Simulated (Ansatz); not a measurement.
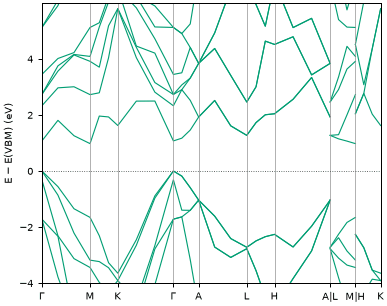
Fig. 1. Band structure from the program Ansatz at the HSE06 level (PAW)

Task: Read off the gap and where the band edges lie.

Result: About 1.0 eV (0.98 eV among the points solved); maximum at Γ, minimum at M.

Task: Which of these materials gives this?
(A) YN, P6_3/mmc (Y on 2c, N on 2d)
(B) BiB, wurtzite
(C) SiGe, wurtzite

Result: C, SiGe, wurtzite

Space group P6_3mc (wurtzite). The cell is a constructed one: a structure type filled with these elements; the Crystallography Open Database copy checked does not list it. Its standing as an ambient phase is unchecked. The cell was relaxed with HSE06 under the symmetry of its start; whether a distortion lowers the energy is not shown. The hybrid was solved on a coarse mesh, the path and, where they were found, the r²SCAN edge points; its band edges are the extreme levels among these. Scalar-relativistic: spin–orbit coupling is off unless named, which matters more the heavier the elements.

Potentials: the later of the program's two PAW sets.
